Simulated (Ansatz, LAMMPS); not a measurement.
# Relaxing amorphous Hg33S25Se8 (66 atoms), part 2 of 3

Wanted: the relaxed structure of amorphous Hg33S25Se8 (66 atoms) and its electronic structure.

Ansatz 0.2.0; Kohn-Sham DFT, PBEsol, PAW (set soft_2), plane waves.

The cell: 33 Hg, 25 S and 8 Se. The quench rate of 1000 K/ps far exceeds what a furnace or splat quench reaches. The network of bonds at the start is that of the classical potential that made the cell. Sampling is at Γ alone, for a cell whose shortest periodic width is 12 Å. The levels lack spin–orbit coupling.

So far. Step 3 (Single point at the start): The r.m.s. force component of 0.38 eV/Å and the pressure of -3.3 GPa set the starting point.

### 4. Relaxation

The atoms are relaxed in the fixed cell, aiming at the force tolerance of the input.

input.yaml reads:

```yaml
crystal:
  lattice:
    - [12.034, 0.0, 0.0]
    - [0.0, 12.034, 0.0]
    - [0.0, 0.0, 12.034]
  atoms:
    [... the 66 atom lines of step 3 ...]
kpoints:
  mp_grid: { grid: [1, 1, 1] }
hamiltonian:
  xc: pbesol
scf:
  occupations: { method: gaussian, width: 0.025 }
output:
  forces: true
relax:
  f_tol: 0.03
  max_steps: 96
```

Command:

```bash
ansatz run input.yaml --threads 4 --pin off --max-ram 8192MiB --backend cpu --events-out ev --progress --plain --runs-dir out
```

Numbers of over 12 decimals in the logs are rounded to 6 here.

The program printed:

```text
[...]
Crystal: 66 atoms, lattice volume = 1742.730 Å³
Basis set: ecut = 420 eV, 34049 PW (Γ), exchange–correlation on 162×162×162 points (8 copies of the dense FFT grid, shifted against one another)
Bands: 563, of which v1, the nominal top of the filled ones, is band 469 counted from 1 (468 counted from 0)
Symmetry: 1 space group operations
[...]
k-points: 1
[...]
SCF iter   1: F=—  HF=-516546.131905 eV  |F-HF|=—  |Δ(HF+E_count)|=         —  Δρ=6.46e-3  dr2=2.43e0  ethr=1.77e-3  ⟨swp⟩=6.0  Hψ=1986  notcnv=0  defer=15
[...]
SCF iter  10: F=-516545.893822 eV  HF=-516545.893839 eV  |F-HF|=1.77e-5  |Δ(HF+E_count)|=   5.93e-6  Δρ=2.00e-5  dr2=2.03e-5  ethr=2.40e-9  ⟨swp⟩=3.0  Hψ=1498  notcnv=0
SCF 1 converged in 10 iterations: F = -516545.893822 eV  dr2 = 2.03e-5
[...]
relax step   1: F+E_penalty+E_count = -516545.89382180 eV  Δ(F+E_penalty+E_count) = +0.000e0 eV  max|allowed force component| = 1.327e0 eV/Å  Δτ_max = 0.0000 Å  (10 SCF iters, dr2 threshold 2.25e-5 eV, accepted)
[...]
relax step   2: F+E_penalty+E_count = -516548.63075699 eV  Δ(F+E_penalty+E_count) = -2.737e0 eV  max|allowed force component| = 8.440e-1 eV/Å  Δτ_max = 0.1903 Å  (9 SCF iters, dr2 threshold 1.00e-4 eV, accepted)
[...]
relax step   3: F+E_penalty+E_count = -516551.02877468 eV  Δ(F+E_penalty+E_count) = -2.398e0 eV  max|allowed force component| = 7.845e-1 eV/Å  Δτ_max = 0.1949 Å  (12 SCF iters, dr2 threshold 4.45e-5 eV, accepted)
relax step   4: F+E_penalty+E_count = -516552.96656297 eV  Δ(F+E_penalty+E_count) = -1.938e0 eV  max|allowed force component| = 8.155e-1 eV/Å  Δτ_max = 0.1944 Å  (8 SCF iters, dr2 threshold 1.00e-4 eV, accepted)
relax step   5: F+E_penalty+E_count = -516554.22204727 eV  Δ(F+E_penalty+E_count) = -1.255e0 eV  max|allowed force component| = 8.228e-1 eV/Å  Δτ_max = 0.1961 Å  (8 SCF iters, dr2 threshold 1.00e-4 eV, accepted)
relax step   6: F+E_penalty+E_count = -516555.28129133 eV  Δ(F+E_penalty+E_count) = -1.059e0 eV  max|allowed force component| = 8.816e-1 eV/Å  Δτ_max = 0.1960 Å  (8 SCF iters, dr2 threshold 1.00e-4 eV, accepted)
relax step   7: F+E_penalty+E_count = -516556.31201643 eV  Δ(F+E_penalty+E_count) = -1.031e0 eV  max|allowed force component| = 6.128e-1 eV/Å  Δτ_max = 0.1955 Å  (8 SCF iters, dr2 threshold 1.00e-4 eV, accepted)
relax step   8: F+E_penalty+E_count = -516557.52660251 eV  Δ(F+E_penalty+E_count) = -1.215e0 eV  max|allowed force component| = 8.200e-1 eV/Å  Δτ_max = 0.1951 Å  (7 SCF iters, dr2 threshold 1.00e-4 eV, accepted)
relax step   9: F+E_penalty+E_count = -516558.10716454 eV  Δ(F+E_penalty+E_count) = -5.806e-1 eV  max|allowed force component| = 3.052e0 eV/Å  Δτ_max = 0.1950 Å  (6 SCF iters, dr2 threshold 1.00e-4 eV, accepted)
relax step  10: F+E_penalty+E_count = -516558.92092602 eV  Δ(F+E_penalty+E_count) = -8.138e-1 eV  max|allowed force component| = 1.936e0 eV/Å  Δτ_max = 0.2000 Å  (6 SCF iters, dr2 threshold 1.00e-4 eV, accepted)
relax step  11: F+E_penalty+E_count = -516559.48401545 eV  Δ(F+E_penalty+E_count) = -5.631e-1 eV  max|allowed force component| = 3.486e-1 eV/Å  Δτ_max = 0.1903 Å  (6 SCF iters, dr2 threshold 1.00e-4 eV, accepted)
relax step  12: F+E_penalty+E_count = -516559.82721254 eV  Δ(F+E_penalty+E_count) = -3.432e-1 eV  max|allowed force component| = 2.735e-1 eV/Å  Δτ_max = 0.2000 Å  (7 SCF iters, dr2 threshold 7.59e-6 eV, accepted)
relax step  13: F+E_penalty+E_count = -516560.13235068 eV  Δ(F+E_penalty+E_count) = -3.051e-1 eV  max|allowed force component| = 1.868e-1 eV/Å  Δτ_max = 0.1944 Å  (7 SCF iters, dr2 threshold 4.67e-6 eV, accepted)
relax step  14: F+E_penalty+E_count = -516560.38008563 eV  Δ(F+E_penalty+E_count) = -2.477e-1 eV  max|allowed force component| = 1.458e-1 eV/Å  Δτ_max = 0.1904 Å  (6 SCF iters, dr2 threshold 1.63e-5 eV, accepted)
relax step  15: F+E_penalty+E_count = -516560.64076586 eV  Δ(F+E_penalty+E_count) = -2.607e-1 eV  max|allowed force component| = 1.731e-1 eV/Å  Δτ_max = 0.1952 Å  (7 SCF iters, dr2 threshold 9.91e-6 eV, accepted)
relax step  16: F+E_penalty+E_count = -516560.89545940 eV  Δ(F+E_penalty+E_count) = -2.547e-1 eV  max|allowed force component| = 3.213e-1 eV/Å  Δτ_max = 0.1951 Å  (6 SCF iters, dr2 threshold 1.83e-5 eV, accepted)
relax step  17: F+E_penalty+E_count = -516561.16165393 eV  Δ(F+E_penalty+E_count) = -2.662e-1 eV  max|allowed force component| = 3.479e-1 eV/Å  Δτ_max = 0.1949 Å  (5 SCF iters, dr2 threshold 1.00e-4 eV, accepted)
relax step  18: F+E_penalty+E_count = -516561.41721710 eV  Δ(F+E_penalty+E_count) = -2.556e-1 eV  max|allowed force component| = 2.229e-1 eV/Å  Δτ_max = 0.1946 Å  (5 SCF iters, dr2 threshold 1.00e-4 eV, accepted)
relax step  19: F+E_penalty+E_count = -516561.62750421 eV  Δ(F+E_penalty+E_count) = -2.103e-1 eV  max|allowed force component| = 1.782e-1 eV/Å  Δτ_max = 0.1938 Å  (6 SCF iters, dr2 threshold 2.04e-5 eV, accepted)
relax step  20: F+E_penalty+E_count = -516561.84133356 eV  Δ(F+E_penalty+E_count) = -2.138e-1 eV  max|allowed force component| = 1.496e-1 eV/Å  Δτ_max = 0.2000 Å  (7 SCF iters, dr2 threshold 1.30e-5 eV, accepted)
relax step  21: F+E_penalty+E_count = -516562.05648190 eV  Δ(F+E_penalty+E_count) = -2.151e-1 eV  max|allowed force component| = 1.368e-1 eV/Å  Δτ_max = 0.1950 Å  (7 SCF iters, dr2 threshold 1.43e-5 eV, accepted)
relax step  22: F+E_penalty+E_count = -516562.21694245 eV  Δ(F+E_penalty+E_count) = -1.605e-1 eV  max|allowed force component| = 2.502e-1 eV/Å  Δτ_max = 0.1945 Å  (7 SCF iters, dr2 threshold 1.32e-5 eV, accepted)
relax step  23: F+E_penalty+E_count = -516562.34902042 eV  Δ(F+E_penalty+E_count) = -1.321e-1 eV  max|allowed force component| = 2.969e-1 eV/Å  Δτ_max = 0.1974 Å  (6 SCF iters, dr2 threshold 5.24e-5 eV, accepted)
relax step  24: F+E_penalty+E_count = -516562.44222334 eV  Δ(F+E_penalty+E_count) = -9.320e-2 eV  max|allowed force component| = 1.782e-1 eV/Å  Δτ_max = 0.1911 Å  (6 SCF iters, dr2 threshold 8.82e-5 eV, accepted)
[...]
relax step  32: F+E_penalty+E_count = -516562.83375312 eV  Δ(F+E_penalty+E_count) = +1.279e-2 eV  max|allowed force component| = 2.070e-1 eV/Å  Δτ_max = 0.2000 Å  (8 SCF iters, dr2 threshold 1.07e-6 eV, rejected (line search))
relax step  33: F+E_penalty+E_count = -516562.87142107 eV  Δ(F+E_penalty+E_count) = -2.488e-2 eV  max|allowed force component| = 4.150e-2 eV/Å  Δτ_max = 0.0964 Å  (9 SCF iters, accepted)
relax step  34: F+E_penalty+E_count = -516562.88668943 eV  Δ(F+E_penalty+E_count) = -1.527e-2 eV  max|allowed force component| = 7.492e-2 eV/Å  Δτ_max = 0.0975 Å  (9 SCF iters, accepted)
[...]
relax step  43: F+E_penalty+E_count = -516563.16786895 eV  Δ(F+E_penalty+E_count) = +5.597e-2 eV  max|allowed force component| = 3.811e-1 eV/Å  Δτ_max = 0.1988 Å  (6 SCF iters, dr2 threshold 8.18e-5 eV, rejected (line search))
relax step  44: F+E_penalty+E_count = -516563.30650062 eV  Δ(F+E_penalty+E_count) = -8.266e-2 eV  max|allowed force component| = 1.505e-1 eV/Å  Δτ_max = 0.0948 Å  (10 SCF iters, accepted)
[...]
relax step  50: F+E_penalty+E_count = -516563.60601866 eV  Δ(F+E_penalty+E_count) = -4.047e-2 eV  max|allowed force component| = 1.826e-1 eV/Å  Δτ_max = 0.1503 Å  (6 SCF iters, dr2 threshold 1.20e-5 eV, accepted)
relax step  51: F+E_penalty+E_count = -516563.64183458 eV  Δ(F+E_penalty+E_count) = -3.582e-2 eV  max|allowed force component| = 2.373e-1 eV/Å  Δτ_max = 0.1396 Å  (6 SCF iters, dr2 threshold 3.33e-5 eV, accepted)
relax step  52: F+E_penalty+E_count = -516563.66907144 eV  Δ(F+E_penalty+E_count) = -2.724e-2 eV  max|allowed force component| = 2.758e-1 eV/Å  Δτ_max = 0.1236 Å  (5 SCF iters, dr2 threshold 5.63e-5 eV, accepted)
relax step  53: F+E_penalty+E_count = -516563.68510355 eV  Δ(F+E_penalty+E_count) = -1.603e-2 eV  max|allowed force component| = 2.639e-1 eV/Å  Δτ_max = 0.0700 Å  (4 SCF iters, dr2 threshold 7.61e-5 eV, accepted)
relax step  54: F+E_penalty+E_count = -516563.70694934 eV  Δ(F+E_penalty+E_count) = -2.185e-2 eV  max|allowed force component| = 2.062e-1 eV/Å  Δτ_max = 0.1589 Å  (5 SCF iters, dr2 threshold 6.38e-5 eV, accepted)
relax step  55: F+E_penalty+E_count = -516563.72378374 eV  Δ(F+E_penalty+E_count) = -1.683e-2 eV  max|allowed force component| = 1.361e-1 eV/Å  Δτ_max = 0.1913 Å  (6 SCF iters, dr2 threshold 2.59e-5 eV, accepted)
relax step  56: F+E_penalty+E_count = -516563.73251644 eV  Δ(F+E_penalty+E_count) = -8.733e-3 eV  max|allowed force component| = 9.073e-2 eV/Å  Δτ_max = 0.1615 Å  (6 SCF iters, dr2 threshold 8.08e-6 eV, accepted)
relax step  57: F+E_penalty+E_count = -516563.73870680 eV  Δ(F+E_penalty+E_count) = -6.190e-3 eV  max|allowed force component| = 1.026e-1 eV/Å  Δτ_max = 0.0593 Å  (6 SCF iters, dr2 threshold 3.59e-6 eV, accepted)
relax step  58: F+E_penalty+E_count = -516563.62733201 eV  Δ(F+E_penalty+E_count) = +1.114e-1 eV  max|allowed force component| = 2.665e-1 eV/Å  Δτ_max = 0.2000 Å  (8 SCF iters, dr2 threshold 4.68e-6 eV, rejected (line search))
relax step  59: F+E_penalty+E_count = -516563.74290953 eV  Δ(F+E_penalty+E_count) = -4.203e-3 eV  max|allowed force component| = 2.989e-2 eV/Å  Δτ_max = 0.0395 Å  (10 SCF iters, accepted)
[...]
relax step  60: F+E_penalty+E_count = -516563.74407596 eV  Δ(F+E_penalty+E_count) = -1.166e-3 eV  max|allowed force component| = 1.871e-2 eV/Å  Δτ_max = 0.0307 Å  (7 SCF iters, accepted)
SCF converged after 7 iterations
Free energy (F): -516563.744076 eV
[...]
Internal energy: -516563.744076 eV  (E = F + TS)
E sigma→0 (E₀):  -516563.744076 eV
Fermi energy:    8.569171 eV
[...]
--- Forces (eV/Å), atoms counted from 1 ---
  atom   1  Hg     0.00148492     0.00026581    -0.00290188
  atom   2  Hg     0.00165693    -0.00186426    -0.00310498
  atom   3  Hg     0.00451715     0.00950052    -0.00110047
  atom   4  Hg    -0.01160828    -0.00236858     0.00191248
  atom   5  Hg     0.01804729    -0.01367426    -0.00001065
  atom   6  Hg    -0.00030142     0.00113026     0.00330458
  atom   7  Hg    -0.01180302     0.00825633     0.00774610
  atom   8  Hg    -0.00214234    -0.00148568     0.00161200
  atom   9  Hg    -0.00271436    -0.00148380     0.00212765
  atom  10  Hg     0.00444263    -0.00100907    -0.00178782
  atom  11  Hg    -0.00825447    -0.00070665     0.00326805
  atom  12  Hg    -0.00591193    -0.00072144     0.00024363
  atom  13  Hg    -0.00346279     0.00323096     0.00174187
  atom  14  Hg    -0.00622308     0.00518732    -0.00149459
[...]
atom  65  Se     0.00222854    -0.00430310    -0.00066220
  atom  66  Se    -0.00802719     0.00350452     0.00160041
  max |Σ_I F_I| component: 1.22e-5 eV/Å
--- Relaxed structure (60 steps of the walk, 57 accepted, 0 SCFs on fresh bases) ---
  F+E_penalty+E_count = -516563.74407596 eV   max|allowed force component| = 1.871e-2 eV/Å
  atoms:
    - { symbol: Hg, position: [0.720712, 0.376442, 0.975352] }
    - { symbol: Hg, position: [0.248206, 0.210058, 0.696043] }
    - { symbol: Hg, position: [0.066673, 0.702071, 0.595212] }
    - { symbol: Hg, position: [0.276318, 0.503213, 0.079979] }
[...]
- { symbol: Se, position: [0.461387, 0.835695, 0.496626] }
```

It took 19 min on 4 threads of Arm Neoverse V2, shared host; peak memory 2.7 GiB; 74 min of CPU time.

The steps of the relaxation (22 of 60):

```csv
step,energy less that of the first step (eV),largest force component (eV/Å)
1,0.0000,1.3274
4,-7.0727,0.8155
7,-10.4182,0.6128
9,-12.2133,3.0515
12,-13.9334,0.2735
15,-14.7469,0.1731
18,-15.5234,0.2229
21,-16.1627,0.1368
23,-16.4552,0.2969
26,-16.7233,0.3914
29,-16.9083,0.0974
32,-16.9399,0.2070
35,-17.0090,0.1467
38,-17.0840,0.1980
40,-17.2227,0.1047
43,-17.2740,0.3811
46,-17.5310,0.1721
49,-17.6717,0.1658
52,-17.7752,0.2758
54,-17.8131,0.2062
57,-17.8449,0.1026
60,-17.8503,0.0187
```

Relaxation steps 32, 43, 58 were tried and not accepted.

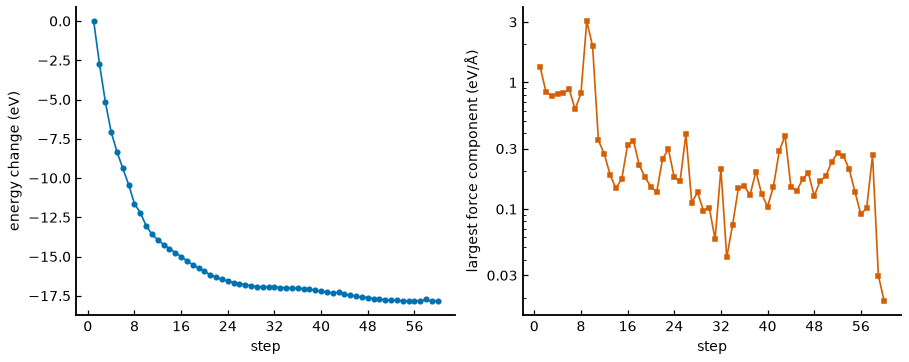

Energy and largest force along the relaxation.

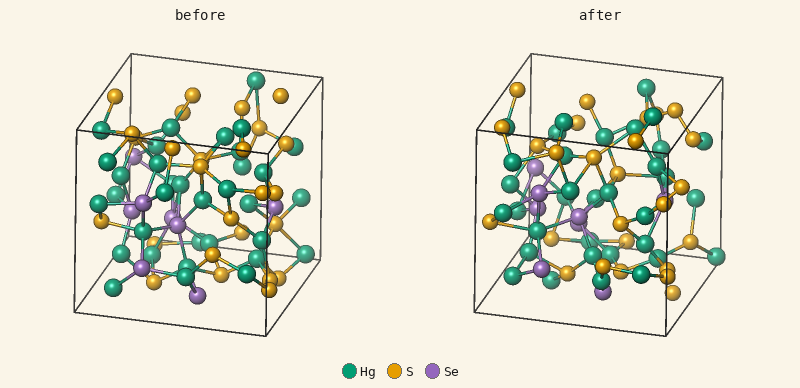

The structure before and after the relaxation, drawn at the same scale. Bonds to atoms that aren't drawn are left out.

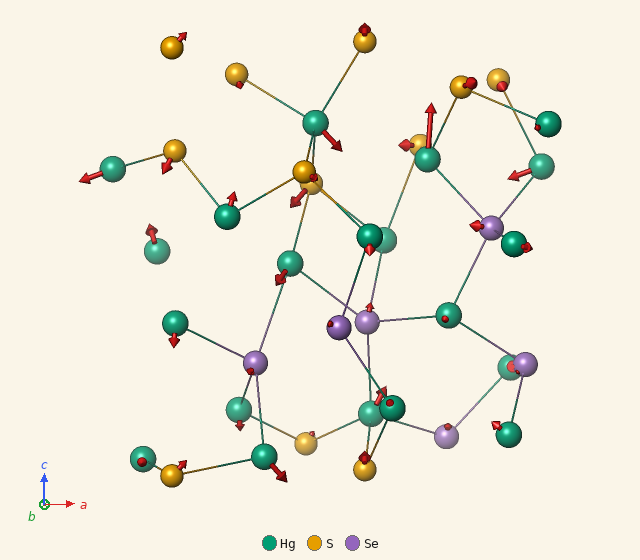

Displacements in the relaxation, scaled; the longest in the cell stands for 2.93 Å. Drawn is a slice 6 Å thick, seen along the normal of the ac plane. Bonds to atoms that aren't drawn are left out.

The atoms that moved most (Å):

| atom | dx | dy | dz | length |
| --- | --- | --- | --- | --- |
| Hg1 | 0.234 | 0.404 | 2.892 | 2.929 |
| Hg15 | 0.379 | -2.150 | 0.811 | 2.329 |
| Hg26 | 0.060 | 1.176 | -1.594 | 1.982 |
| Hg11 | -0.584 | 0.867 | 1.647 | 1.951 |
| S40 | 0.559 | -1.725 | 0.412 | 1.859 |
| Hg10 | 1.240 | -0.061 | -1.333 | 1.821 |
| S36 | -0.958 | 0.778 | -1.224 | 1.738 |
| Hg19 | -1.546 | -0.089 | -0.554 | 1.645 |

The relaxation changed the energy by -270 meV/atom, and atoms moved by 1.1 Å r.m.s., 2.9 Å at most.

### 5. Structure statistics after relaxation

Density 7.67 g/cm³, 26.41 Å³ an atom.

Pair distribution functions g(r), in bins of 0.2 Å:

```csv
r (Å),total,Hg-Hg,Hg-S,Hg-Se,S-S,S-Se,Se-Se
2.00,0.22,0.00,0.00,0.00,1.54,0.00,0.00
2.20,0.00,0.00,0.00,0.00,0.00,0.00,0.00
2.40,2.37,0.00,5.54,2.16,0.00,0.00,0.00
2.60,1.08,0.37,1.37,3.88,0.00,0.00,0.00
2.80,1.11,0.17,1.85,3.06,0.00,0.00,0.00
3.00,0.64,0.15,1.21,0.88,0.23,0.00,0.00
3.20,0.77,0.74,1.06,0.79,0.64,0.00,0.00
3.40,0.63,0.76,0.58,0.45,0.38,0.58,3.92
3.60,1.37,2.26,0.78,0.61,2.23,1.30,0.00
3.80,1.45,2.21,0.70,1.45,1.67,2.14,1.52
4.00,1.47,1.58,1.00,0.99,2.35,2.60,0.00
4.20,0.97,1.67,0.66,0.14,1.12,0.79,3.70
4.40,1.00,0.72,0.99,0.69,1.03,1.79,3.35
4.60,1.08,1.02,0.95,1.00,1.77,0.65,2.02
4.80,1.03,0.93,0.72,0.68,1.46,1.94,3.76
5.00,0.60,0.82,0.47,0.52,0.53,0.84,0.00
5.20,0.92,0.61,1.09,1.36,0.99,0.50,0.00
5.40,0.88,0.65,1.07,1.07,0.68,0.71,1.53
5.60,0.95,0.77,1.23,1.09,0.78,0.45,0.00
5.80,1.00,1.21,1.23,1.02,0.60,0.20,0.00
```

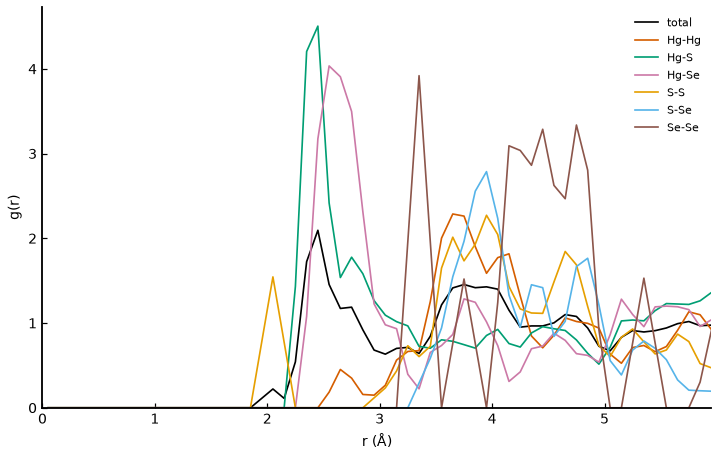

Pair distribution functions, lightly smoothed.

(Part 2 of 3 ends here.)

[Logs are printed without paths, hosts, clocks, repeated set-up lines and the standing remarks that a program may print on its own settings, such as how far it seeks lower states.]

[Hosts, paths, dates, database ids (printed as entryN), source tags and the programs' standing remarks are cut or masked in the printed files.]
